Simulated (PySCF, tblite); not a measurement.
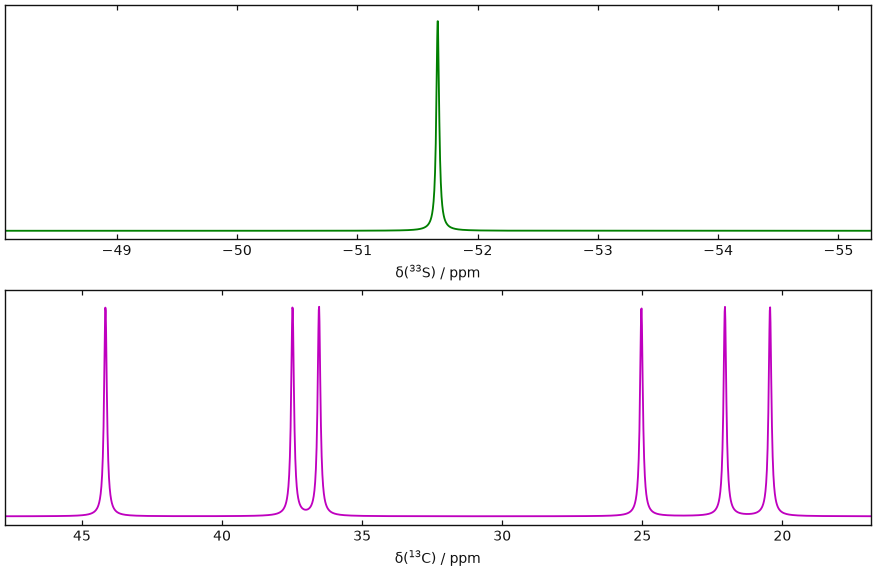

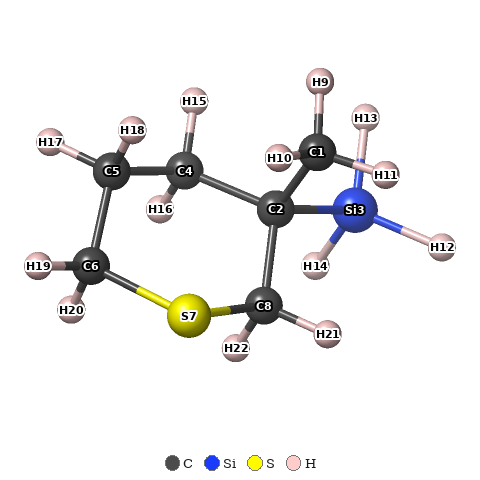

Spectrum and numbered structure of C₆H₁₄SSi, SMILES C[C@]1([SiH3])CCCSC1. GIAO shifts, PBE0/pcSseg-1 with PySCF, at a GFN2-xTB geometry (a minimum by its frequencies), against CS₂ for ³³S and TMS for ¹³C computed at the same level. Gas phase, fully decoupled, line heights follow the number of nuclei, widths are arbitrary (no quadrupolar broadening); values of one conformer, averaged over methyl-type rotors and exact or near symmetry; other conformers aren't averaged in.

Q: Where does the ³³S line lie?

A: At −51.7 ppm (S7).

Q: Which atoms give which ¹³C line?

A:
```
δ (ppm)  nuclei  atoms
   44.2       1     C8
   37.5       1     C4
   36.5       1     C6
   25.0       1     C5
   22.1       1     C2
   20.4       1     C1
```

The order of signals that lie close, as those under 2 ppm apart, is within the error of the method.

Note: the tight-binding geometry is rougher than a DFT one and adds to the error.
